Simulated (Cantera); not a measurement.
Input: 1 mol Ta, 0.056 mol H2O, at 0.120 bar.

Cantera equilibrium calculation (NASA polynomials, part measured and part estimated; ideal gas, pure solids and liquids). Candidate condensed phases: H2O, Ta, Ta2O5; 12 gas species. Mutual solubility and eutectic melting of coexisting phases are not modelled. Condensed phases not in the tables: N, O or C dissolved in the metal. Rates play no part.

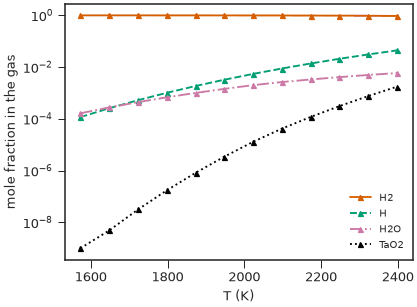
Figure. Equilibrium gas composition (values under 1e-9 drawn at 1e-9)

From 1573 K to 2023 K the condensed part is Ta(s) + Ta2O5(s). From 2098 K to 2398 K the condensed part is Ta(s) + Ta2O5(l).
